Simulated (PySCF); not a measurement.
**NMR shielding calculation, with input and output: C3H2BNO2**

- system: C3H2BNO2
- method: GIAO B3LYP/pcSseg-1 NMR shielding, non-relativistic, gas phase (PySCF 2.14.0)

The geometry comes from this level: GFN2-xTB. It belongs to a series of runs on one base structure; here: B3LYP/pcSseg-1; aux def2-universal-jkfit. Figures and captions count atoms from 1; the log counts them from 0 in places.

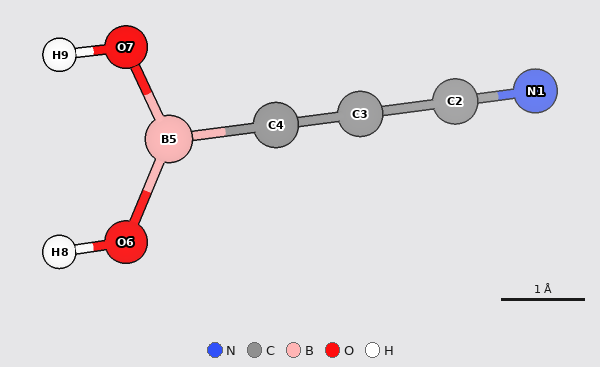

Figure 1. The structure (ball-and-stick view, seen at a tilt; atoms are numbered from 1 in the order of the input). Bond lengths as drawn: B–C 1.54 Å, B–O 1.35 Å, C–C 1.21 to 1.36 Å, C–N 1.15 Å and H–O 0.96 Å.

Key numbers:

```tsv
quantity	value
outcome	converged
total energy	−345.587455 hartree
HOMO	−8.35 eV
LUMO	−2.17 eV
dipole moment	6.96 D
isotropic shielding, N	−44.0 ppm
isotropic shielding, C	72.3 to 104.6 ppm
isotropic shielding, B	80.5 ppm
isotropic shielding, O	205.6 to 205.7 ppm
isotropic shielding, H	28.0 ppm
hardware	1 CPU thread, shared host
wall time	43 s
peak memory	0.54 GiB
```

Settings chosen away from the usual ones: B3LYP/pcSseg-1; aux def2-universal-jkfit.

Input:
```
{"job": {"kind": "nmr", "xc": "B3LYP", "basis": "pcSseg-1", "pop": true, "scf": {"aux": "def2-universal-jkfit"}}, "charge": 0, "multiplicity": 1}
N      4.129150    -0.574078    -0.678780
C      3.007129    -0.405043    -0.495723
C      1.676250    -0.204239    -0.278411
C      0.493604    -0.026396    -0.083975
B     -1.004767     0.199818     0.162019
O     -1.865566    -0.413163    -0.678715
O     -1.344081     0.994337     1.199885
H     -2.802726    -0.279410    -0.536480
H     -2.275432     1.141408     1.365001
```

The first line tells a small driver script what to run in PySCF; the rest is the geometry in Å.

Command:
```bash
OMP_NUM_THREADS=1 python <driver script> task.json out
```

What the program printed:
```
final grid: 88984 points
cycle   1  E = -345.4090383180  dE =  1.204e+00  |g| = 9.946e-01  |ddm| = 3.273e+00
cycle   2  E = -345.0937548629  dE =  3.153e-01  |g| = 1.620e+00  |ddm| = 2.022e+00
cycle   3  E = -345.5624567209  dE = -4.687e-01  |g| = 3.327e-01  |ddm| = 1.438e+00
cycle   4  E = -345.5850472264  dE = -2.259e-02  |g| = 1.065e-01  |ddm| = 3.415e-01
cycle   5  E = -345.5873225492  dE = -2.275e-03  |g| = 2.300e-02  |ddm| = 1.105e-01
cycle   6  E = -345.5873848393  dE = -6.229e-05  |g| = 1.662e-02  |ddm| = 2.659e-02
cycle   7  E = -345.5874508206  dE = -6.598e-05  |g| = 3.843e-03  |ddm| = 1.327e-02
cycle   8  E = -345.5874550753  dE = -4.255e-06  |g| = 7.138e-04  |ddm| = 3.420e-03
cycle   9  E = -345.5874551909  dE = -1.157e-07  |g| = 1.078e-04  |ddm| = 7.696e-04
cycle  10  E = -345.5874551937  dE = -2.747e-09  |g| = 2.292e-05  |ddm| = 1.235e-04
cycle  11  E = -345.5874551938  dE = -1.424e-10  |g| = 7.007e-06  |ddm| = 3.912e-05
converged SCF energy = -345.5874551938

GIAO shielding tensors (ppm)
atom      isotropic    diamagn.    paramagn.     s11        s22        s33       span
  0 N      -43.991     343.328    -387.319   -238.172   -217.597    323.796    561.968
  1 C       72.299     265.757    -193.458    -36.020    -35.820    288.737    324.757
  2 C      104.596     247.928    -143.332     22.333     30.658    260.796    238.462
  3 C       94.682     257.862    -163.180     -9.995      0.473    293.569    303.564
  4 B       80.543     194.485    -113.942     61.144     87.483     93.002     31.858
  5 O      205.658     385.653    -179.995    103.214    250.357    263.402    160.187
  6 O      205.580     385.502    -179.922    103.060    250.318    263.363    160.303
  7 H       28.027      29.942      -1.915     22.757     23.543     37.781     15.024
  8 H       28.030      29.905      -1.876     22.760     23.549     37.780     15.020
```

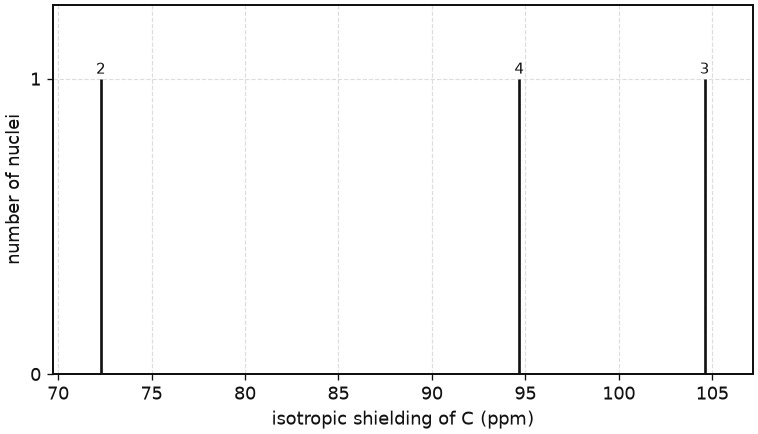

Figure 2. Isotropic shieldings of the carbon nuclei in this fixed geometry, labelled by atom number; shielding grows to the right, so chemical shift grows to the left. The least shielded is C2 (72.3 ppm), the most shielded C3 (104.6 ppm).

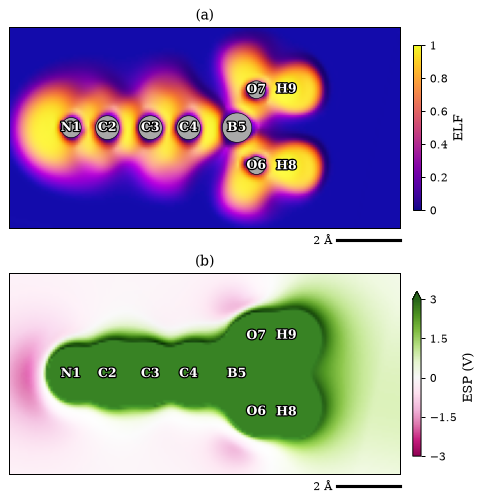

Figure 3. (a) electron localisation function; (b) molecular electrostatic potential on the molecular plane. Grey discs, where drawn, cover atomic cores. The plane passes through N, C, B, O and H nuclei. C–N (1.15 Å): the ELF peaks at about 0.85 between the atoms; a multiple bond by its length, whose ELF region spreads away from the axis. C–C (1.21 Å): the ELF peaks at about 0.90 between the atoms; a double or triple bond. O–H (0.96 Å): the ELF climbs to about 1 towards the hydrogen, as it does in any bond to H; a covalent bond by its length.

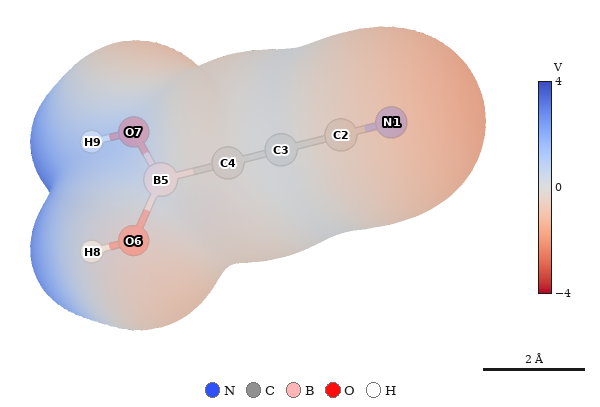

Figure 4. The electrostatic potential painted on the density surface at 0.001 e/bohr³, seen at a tilt; the colour scale runs from red (negative) to blue (positive). Its dipole moment is 6.96 D.
